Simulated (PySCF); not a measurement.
# SnF+: bond curves at several levels of theory

One job finds the state of SnF+, follows it along the bond with each method and fits the curves.

Computed with PySCF 2.14.0. Level: Sn x2c-SVPall, F x2c-SVPall, spin-free X2C with a Gaussian nucleus.

### 1 Set-up

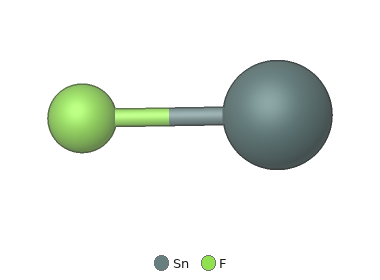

The two atoms at the starting distance (tin teal, fluorine green).

Settings of the job:

```json
{
  "atoms": "Sn, F",
  "charge": "1",
  "basis": "Sn x2c-SVPall, F x2c-SVPall",
  "Hamiltonian": "spin-free X2C with a Gaussian nucleus",
  "basis functions": "50",
  "electrons treated": "58",
  "masses in u": "119.9022, 18.9984",
  "levels": "PBE0, PBE, r²SCAN, TPSSh, LDA, M06, CAM-B3LYP, HF, MP2, SCS-MP2, CCSD, CCSD(T)",
  "grid": "80 radial by 434 angular points",
  "occupations": "held fixed by the projection of orbital angular momentum",
  "dissociation limit": "Sn+ + F, each in its ground configuration",
  "starting distance in angstrom": "2.065",
  "values of 2S to try": "0, 2"
}
```

Started as:

```
OMP_NUM_THREADS=1 python dia.py task.json out
```

The runs that follow: PBE0 along the bond; Other states along the same grid; PBE (GGA); r²SCAN (meta-GGA); TPSSh (hybrid meta-GGA); LDA (local density); M06 (hybrid meta-GGA); CAM-B3LYP (range-separated hybrid); RHF (mean field); Correlated methods on the Hartree–Fock reference.

What does the calculation give? Wanted: for each run, Re; ωe; De; μ.

**Answer**, as computed:

Lowest PBE0 solution found, without spin–orbit coupling: ¹Σ⁺ (singlet), closed shell. State 2 has its PBE0 minimum 4.51 eV higher. The other levels ran on the lowest alone.

| level | Re (Å) | ωe (cm⁻¹) | De (eV) | μ (D) |
| --- | --- | --- | --- | --- |
| RHF | 1.883 | 736 | 2.91 | -3.89 |
| RHF-MP2 | 1.901 | 712 | 4.95 | n/a |
| RHF-SCS-MP2 | 1.902 | 710 | 4.76 | n/a |
| RHF-CCSD | 1.901 | 711 | 4.51 | n/a |
| RHF-CCSD(T) | 1.906 | 700 | 4.63 | n/a |
| LDA | 1.896 | 702 | 6.35 | -3.00 |
| PBE | 1.922 | 671 | 5.49 | -3.11 |
| r²SCAN | 1.903 | 698 | 5.10 | -3.23 |
| TPSSh | 1.908 | 693 | 5.10 | -3.26 |
| PBE0 | 1.900 | 705 | 4.94 | -3.40 |
| M06 | 1.906 | 697 | 5.28 | -3.70 |
| CAM-B3LYP | 1.893 | 718 | 5.07 | -3.36 |

De is counted to Sn+ + F in their ground configurations. A positive dipole points from Sn to F; in an ion it is taken about the centre of mass and does not tell which atom is negative.

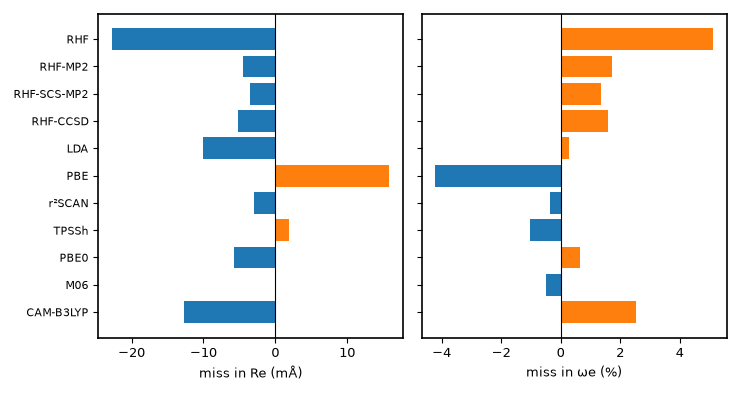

Differences in bond length and wavenumber from CCSD(T) in the same basis.

**Reading.** Against CCSD(T) in the same basis, the bond length is nearest at M06 (0 mÅ) and farthest at RHF (-23 mÅ); the wavenumber is nearest at LDA and r²SCAN (0.3 % off) and farthest at RHF (+5.1 %). Hartree–Fock falls on the short and stiff side, its usual fault. PBE has the long and soft bond that GGAs tend to give. CCSD(T) in a basis this small is itself some way from its limit, more so than the functionals. Of the levels with a De here, RHF gives the least (2.91 eV) and LDA the most (6.35 eV).

Correlated steps freeze 19 core orbitals. Spin–orbit coupling is left out, which matters for elements this heavy, above all for dissociation energies.
